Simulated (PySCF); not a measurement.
F$_{4}$H$_{4}$Li (charge +1)

```xyz
9

Li    0.4832   -0.1791    1.0124
F    -0.9088   -1.4724    0.9566
H    -1.1961   -2.3436    1.0833
F     1.6194   -0.4063    2.5144
H     2.0305   -0.3861    3.3439
F    -0.4144    1.4908    0.9264
H    -0.5771    2.3653    1.1850
F     1.5681   -0.4111   -0.5276
H     1.6730   -0.2811   -1.4389
```

Geometry: PBE0-D3(BJ)/def2-SVPD.

The calculation used PySCF 2.14.0, wB97M-D3(BJ)/def2-TZVPD, SCF density, gas phase.

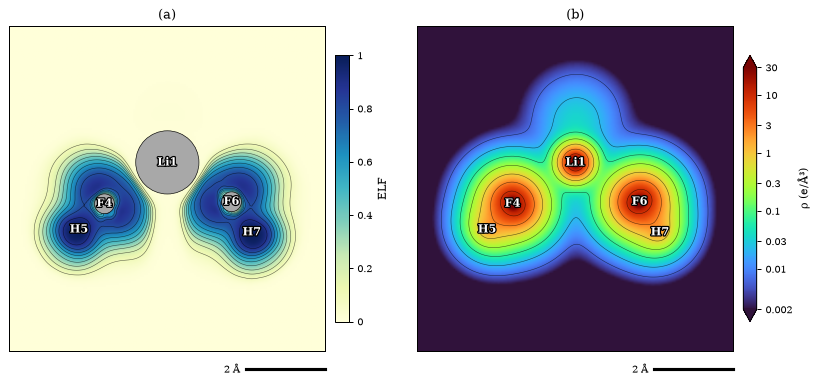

Figure 1. (a) ELF; (b) electron density on the plane of atoms F4, Li1 and F6. Grey discs cover the atomic cores in the ELF map.

Question: Describe what can be read from this map.

Answer: Atoms in the plane: Li, F and H. Li–F (1.90 Å): the density is about 0.28 e/Å³ at the midpoint; the ELF peaks at about 0.80 in the valence shell of F, 0.5 Å from its nucleus, and is about 0.35 at the midpoint: an ionic contact with no shared pair. F–H (0.93 Å): the density is about 4.7 e/Å³ at the midpoint; the ELF climbs to about 1 towards the hydrogen, as it does in any bond to H: a covalent bond by its length.

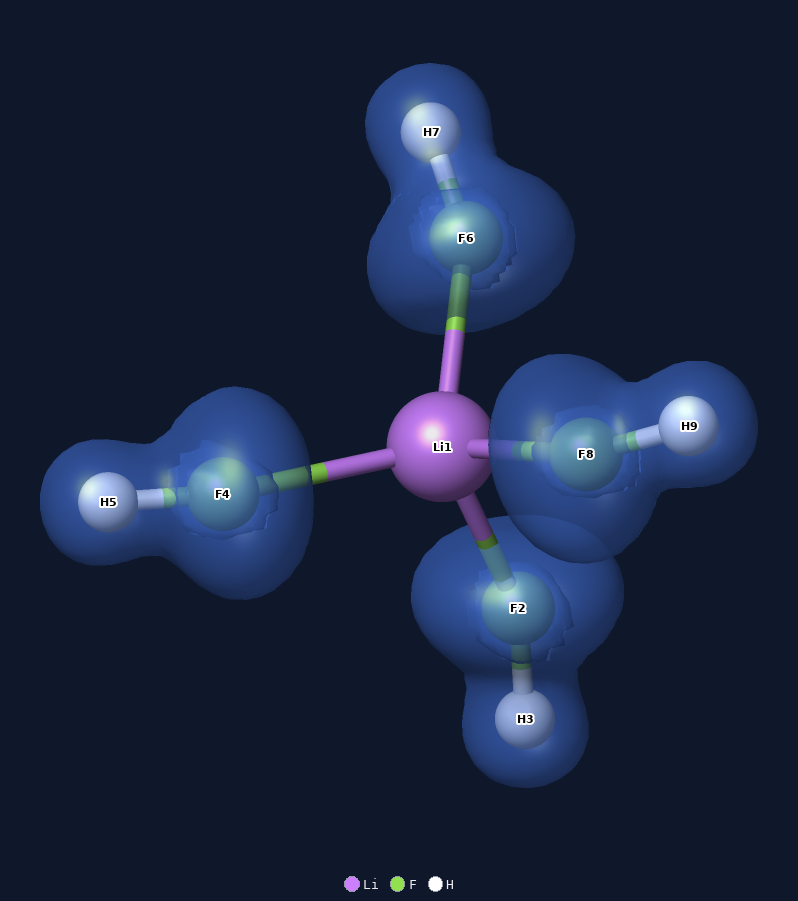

Figure 2. Isosurface of the ELF at 0.75 (blue), seen across its widest extent. Only the valence region is drawn (cores and ρ < 0.01 e/Å³ removed).

Question: Where are the electrons localised?

Answer: The surface consists of four joined regions spread over several atoms (F, H), in which their bonds and any lone pairs are merged.
